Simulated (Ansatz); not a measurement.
# CH₅ClGe: what the fields show

Input

```
crystal:
  periodic: [false, false, false]
  atoms:
    - { symbol: Ge, position_ang: [0.122181, 0.067049, 0.086628] }
    - { symbol: H, position_ang: [0.515312, -0.032373, 1.560455] }
    - { symbol: H, position_ang: [1.645357, -0.01532, -0.000366] }
    - { symbol: C, position_ang: [-0.854284, 1.589779, -0.604773] }
    - { symbol: H, position_ang: [-1.89395, 1.286624, -0.808824] }
    - { symbol: H, position_ang: [-0.844752, 2.401878, 0.135748] }
    - { symbol: H, position_ang: [-0.393593, 1.935359, -1.540667] }
    - { symbol: Cl, position_ang: [-0.822571, -1.739297, -0.6136] }
basis:
  gaussian: { orbitals: def2-SVP }
hamiltonian:
  xc: pbe0
  dispersion: d4
relax:
  f_tol: 0.03
  max_steps: 50
output:
  orbitals: {}
```

Command:

```sh
ansatz run input.yaml --threads 2 --pin off --max-ram 3072MiB --backend cpu --events-out ev --progress --plain --runs-dir out
```

The fields are those of the run's last geometry, not of the input's.

Method: RKS PBE0-D4/def2-SVP (Ansatz 0.2.0).

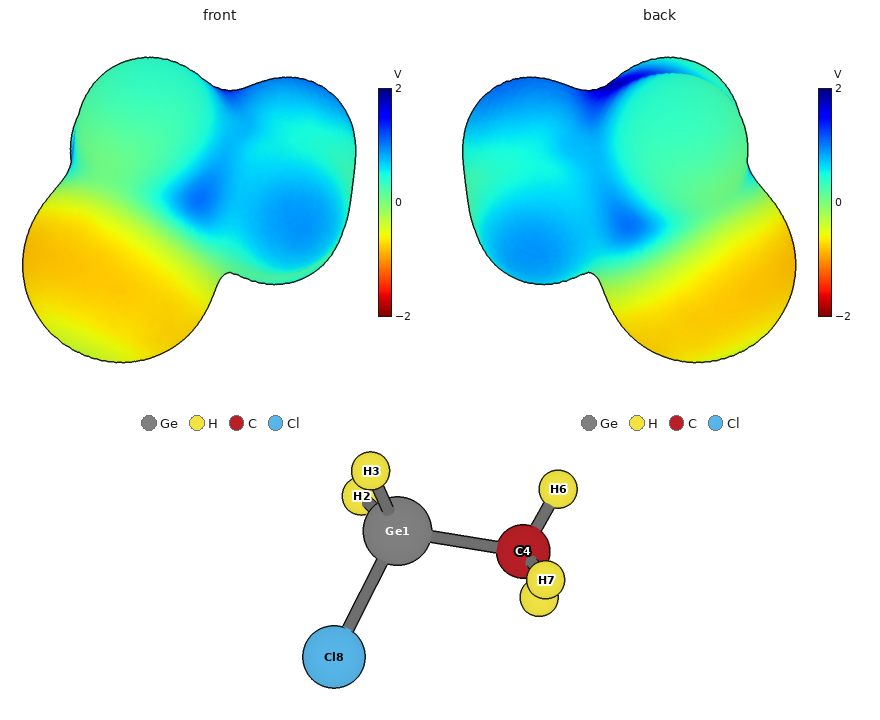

Figure 1. The molecular electrostatic potential painted on the density surface at 0.002 e/bohr³, seen from the front and from behind; red is negative and blue positive. The bare structure is drawn below in the same view.

Question: Describe the electrostatic potential map.

Answer: The most negative region (about −0.8 V) lies over Cl8, the most positive (about +1.7 V) over Ge1.

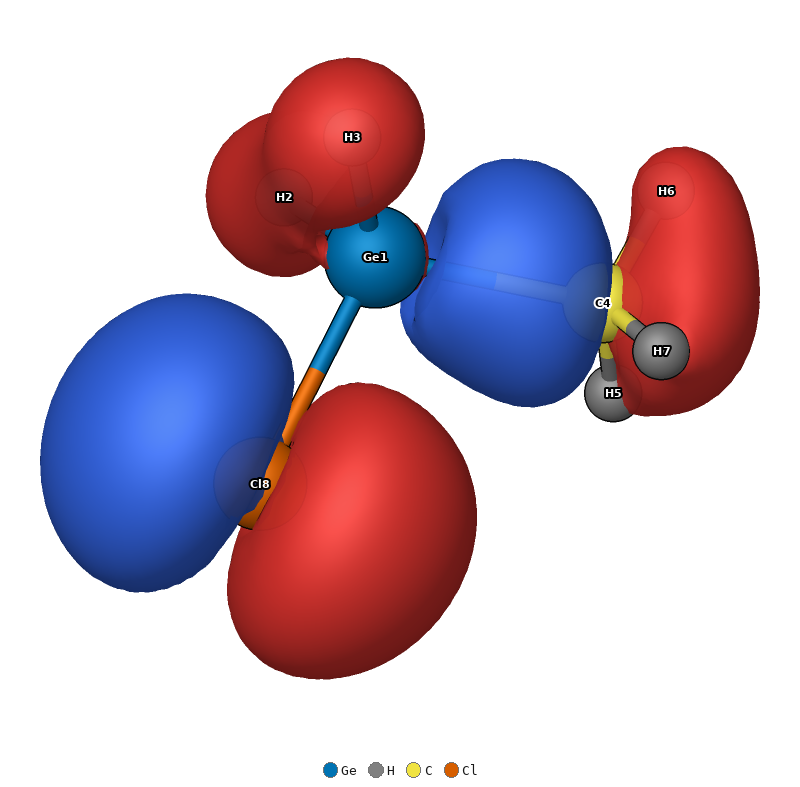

Figure 2. The HOMO at ±0.08 Å⁻³ᐟ² (blue and red are the two phases), seen at a tilt.

Question: Where does this orbital lie, and at what energy?

Answer: By Hirshfeld shares it lies mainly on Cl8 (about 70 %), C4 (about 10 %) and Ge1 (about 10 %); largely a lone pair of Cl8. Its energy is −8.34 eV.

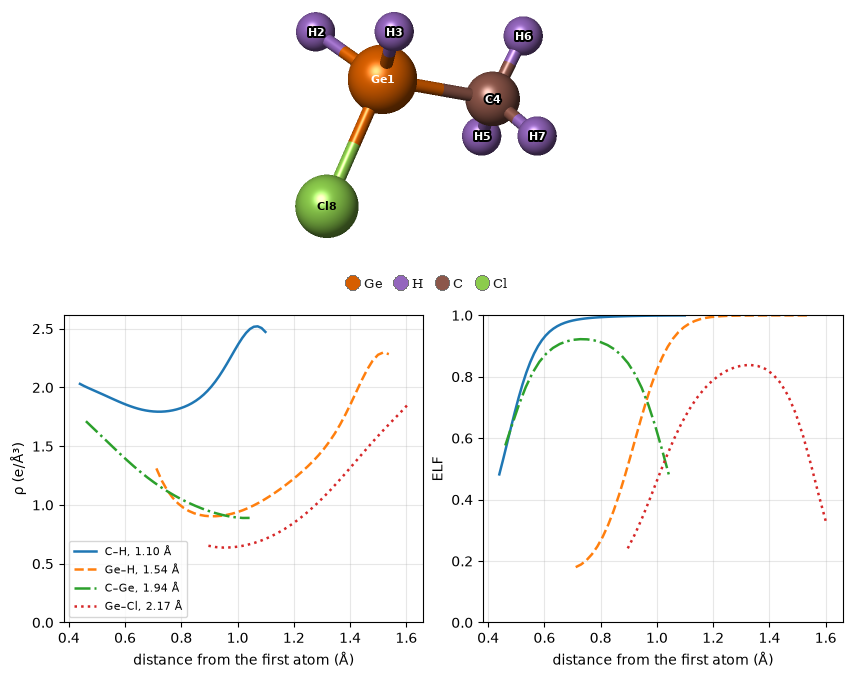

Figure 3. Total electron density and ELF along straight lines between neighbouring atoms. The curves leave out the atomic cores. The structure is drawn too.

Question: What can be read from the curves?

Answer: C–H (1.10 Å): ρ at the midpoint is about 1.9 e/Å³; the ELF climbs to about 1 towards the hydrogen, as it does in any bond to H (a covalent bond by its length).
Ge–H (1.54 Å): the density is about 1.1 e/Å³ at the midpoint; the ELF climbs to about 1 towards the hydrogen.
C–Ge (1.94 Å): ρ at the midpoint is about 0.9 e/Å³; the ELF peaks at about 0.90 in the valence shell of C, 0.7 Å from its nucleus, and is about 0.70 at the midpoint.
Ge–Cl (2.17 Å): ρ is about 0.7 e/Å³ halfway; the ELF peaks at about 0.85 in the valence shell of Cl, 0.8 Å from its nucleus, and is about 0.65 at the midpoint.
